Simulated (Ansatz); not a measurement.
The reference is ZnSe in the zinc blende structure (space group F-43m, No. 216; a = 5.5675 Å). Axes: x, y, z lie along the cube axes.

Now apply this change: biaxial strain −1.00 %, plane normal [001], relaxed out of plane (Cartesian); in-plane vectors clamped, the third vector and the atoms free.

All numbers come from Ansatz (an electronic-structure program), LDA, PAW, cutoff 420 eV, without spin-orbit coupling.

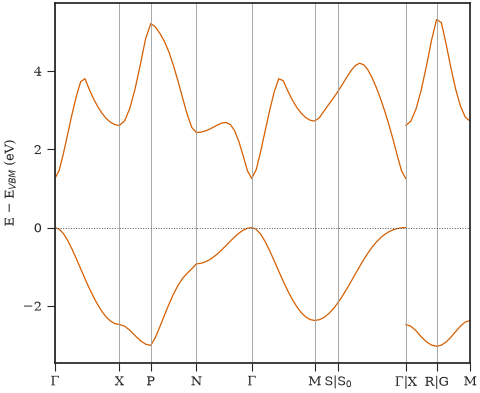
Figure. Highest valence and lowest conduction band along the path of the changed cell's own zone

Read the changed gap and its character from the plot.

About 1.3 eV, direct at Γ.

Gaps are read on the SCF mesh and a high-symmetry path. Stability against distortions was not tested. k-point labels follow each cell's own Brillouin zone.
